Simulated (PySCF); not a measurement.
# [NO2]− (nitrite): MP2/STO-3G

Aim: the vertical ionisation energy of [NO2]− (nitrite) at MP2/STO-3G, from 2 runs. 

Program for the calculation: PySCF 2.14.0.

16 further runs of the same task are left out: 7 that didn't finish, 9 set aside as unsound or not needed.

## Step 1: The structure to begin with

The species is [NO2]− (3 atoms), meant as a singlet with charge -1. As SMILES, `O=N[O-]`. Geometry: relaxed at GFN2-xTB.

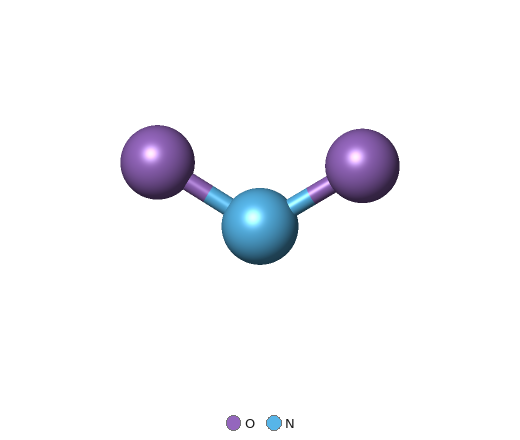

Viewed from a chosen angle; oxygen purple, nitrogen blue.

## Step 2: The energy at MP2/STO-3G

Contents of calc.py:

```python
from pyscf import gto, mp

system = gto.M(
    atom='''
O      0.332300     1.015250     0.295330
N      0.330220    -0.248730     0.154080
O     -0.662520    -0.766520    -0.449410
''',
    basis='sto-3g',
    charge=-1,
    max_memory=1860,
    spin=0,
    verbose=3,
)

mf = system.RHF()
mf.conv_tol = 1e-10
mf.kernel()
if not mf.converged:
    mf = mf.newton().run(mf.mo_coeff, mf.mo_occ)

pt = mp.MP2(mf, frozen=3).run()
e_tot = pt.e_tot
print(f'total energy: {e_tot:.8f} hartree')
```

Started as:

```
$ OMP_NUM_THREADS=1 python calc.py
```

The log of the run:

```text
converged SCF energy = -201.161873192379
E(RMP2) = -201.31759575731  E_corr = -0.155722564931075
E(SCS-RMP2) = -201.318204779306  E_corr = -0.156331586926674
total energy: -201.31759576 hartree
```

Run time: 0.63 s. Hardware: 1 thread of Arm Neoverse V2, shared host; peak memory 0.12 GiB.

## Step 3: Doublet neutral NO2 at the same level

Contents of calc.py:

```python
from pyscf import gto, scf, mp

mol = gto.M(
    atom='O 0.332300 1.015250 0.295330; N 0.330220 -0.248730 0.154080; O -0.662520 -0.766520 -0.449410',
    charge=0,
    spin=1,
    basis='sto-3g',
    max_memory=1860,
    verbose=3,
)

mf = scf.UHF(mol)
mf.conv_tol = 1e-10
mf.kernel()
if not mf.converged:
    mf = mf.newton().run(mf.mo_coeff, mf.mo_occ)

pt = mp.MP2(mf, frozen=3).run()
etot = pt.e_tot
print('E(%s) = %.9f' % ('MP2', etot))
```

Started as:

```
$ OMP_NUM_THREADS=1 python calc.py
```

The log of the run:

```text
converged SCF energy = -201.274453802746  <S^2> = 0.77981163  2S+1 = 2.0295927
E(UMP2) = -201.496466311309  E_corr = -0.222012508562276
E(SCS-UMP2) = -201.484431296019  E_corr = -0.209977493272822
E(MP2) = -201.496466311
```

Run time: 0.73 s. Hardware: 1 thread of Arm Neoverse V2, shared host; peak memory 0.11 GiB.

## Step 4: Results

Level: MP2/STO-3G, 3 core orbitals frozen.

| quantity | value |
| --- | --- |
| singlet [NO2]−: total energy | -201.31760 Eh |
| singlet [NO2]−: HOMO energy (Hartree–Fock orbitals) | 2.71 eV |
| singlet [NO2]−: LUMO energy (Hartree–Fock orbitals) | 17.13 eV |
| singlet [NO2]−: HOMO–LUMO gap (to an unbound level, set by the basis) | 14.43 eV |
| singlet [NO2]−: correlation energy (3 core orbitals frozen) | -155.7 mEh |
| doublet neutral NO2: total energy | -201.49647 Eh |
| doublet neutral NO2: dipole moment (Hartree–Fock density) | 0.34 D |
| doublet neutral NO2: HOMO energy (Hartree–Fock orbitals) (highest over α and β) | -8.62 eV |
| doublet neutral NO2: LUMO energy (Hartree–Fock orbitals) (lowest over α and β) | 3.49 eV |
| doublet neutral NO2: correlation energy (3 core orbitals frozen) | -222.0 mEh |
| doublet neutral NO2: ⟨S²⟩ of the reference determinant | 0.780 |
| vertical detachment energy (to the doublet neutral) | -4.867 eV |

The species is unbound against losing an electron at this level, by 4.87 eV (−470 kJ/mol); missing correlation or diffuse functions can give that sign where the real anion is bound. In a minimal basis such a difference can be off by several eV, whatever the method. The HOMO (singlet [NO2]−) lies at positive energy, 2.71 eV: the electron is unbound at this level or held by a compact basis; values depend on the basis.
